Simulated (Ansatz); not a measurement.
| atom | x (Å) | y (Å) | z (Å) |
| --- | --- | --- | --- |
| Ga | -0.8179 | -0.5177 | 1.3898 |
| H | -1.2868 | -2.0073 | 1.3013 |
| H | -0.9369 | 0.6002 | 2.4774 |
| Cl | 1.4693 | -0.5031 | 0.6773 |
| Ga | 0.8179 | 0.5177 | -1.3898 |
| H | 0.9375 | -0.5996 | -2.4779 |
| H | 1.2864 | 2.0074 | -1.3004 |
| Cl | -1.4694 | 0.5022 | -0.6777 |

Geometry: PBE-D4/def2-SVP.

Theory: RKS PBE0-D4/def2-TZVP in Ansatz.

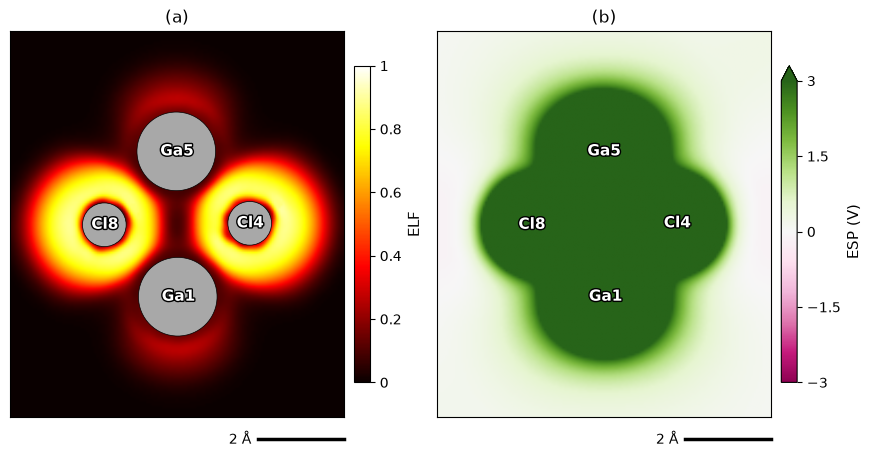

Cl₂Ga₂H₄ ((H2Ga-mu-Cl)2). (a) electron localisation function; (b) electrostatic potential on the plane of atoms Ga1, Cl8 and Ga5. Grey discs cover the atomic cores in the ELF map.

> What does the map show?

The plane passes through Ga and Cl nuclei.
Ga–Cl (2.40 Å): the ELF peaks at about 0.85 in the valence shell of Cl, 0.9 Å from its nucleus, and is about 0.55 at the midpoint.
The ELF also peaks beside Cl8 and Cl4, away from the bonds: lone-pair regions.
The potential has no marked negative region in this plane.
